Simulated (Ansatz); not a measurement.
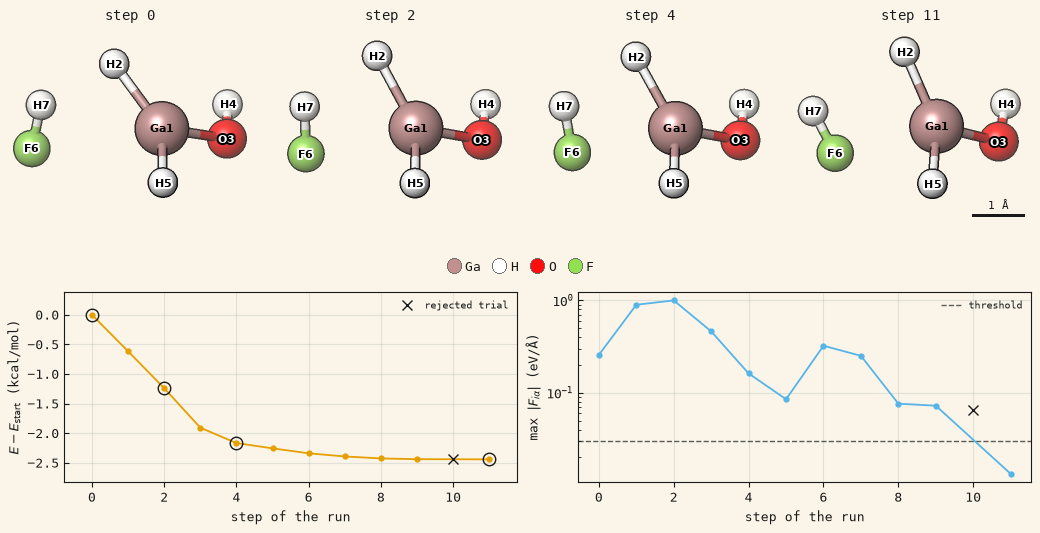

Frames of a relaxation of GaH₄OF, marked on the history of the run. The picture is a ball-and-stick view, seen from a free direction.

The run prepares an end point of a later path (reaction) calculation, from a guessed geometry.

Computed with RKS B3LYP-D4/def2-SVP in Ansatz 0.2.0.

Input file:
```yaml
crystal:
  periodic: [false, false, false]
  atoms:
    - { symbol: Ga, position_ang: [-0.154572, -0.266608, -0.116187] }
    - { symbol: H, position_ang: [0.053892, -0.305895, 1.444827] }
    - { symbol: O, position_ang: [1.291918, -0.51548, -1.138177] }
    - { symbol: H, position_ang: [2.126575, -0.618897, -0.663829] }
    - { symbol: H, position_ang: [-1.498706, -0.142651, -0.890837] }
    - { symbol: F, position_ang: [0.174212, 2.283483, 1.209548] }
    - { symbol: H, position_ang: [0.184781, 1.525748, 1.747055] }
basis:
  gaussian: { orbitals: def2-SVP }
hamiltonian:
  xc: b3lyp
  dispersion: d4
relax:
  f_tol: 0.03
  max_steps: 50
```

Run as
```bash
ansatz run input.yaml --threads 2 --pin off --max-ram 3072MiB --backend cpu --events-out ev --progress --plain --runs-dir out
```

### What happens along the run?

The atom that moves furthest after the best rigid fit is F6 (0.49 Å). Largest moves by element: F 0.49 Å, H 0.36 Å, O 0.19 Å, Ga 0.12 Å. Some distances before and after: Ga1–F6 2.893 → 2.345 Å, Ga1–O3 1.789 → 1.799 Å, Ga1–H2 1.575 → 1.586 Å. Over 10 accepted moves (11 points after the start) the energy falls by 2.44 kcal/mol. Largest force component: 0.26 eV/Å at the start, 0.013 eV/Å at the end. The line search rejected the trial step at point 10 of the run. The run took 19 s on 2 threads of Arm Neoverse V1, on a shared host, peak memory 0.16 GiB. From step 0 to 2: F6 moves most (0.31 Å), energy −1.24 kcal/mol. From step 2 to 4: F6 moves most (0.13 Å), energy −0.93 kcal/mol. From step 4 to 11: H7 moves most (0.26 Å), energy −0.27 kcal/mol.
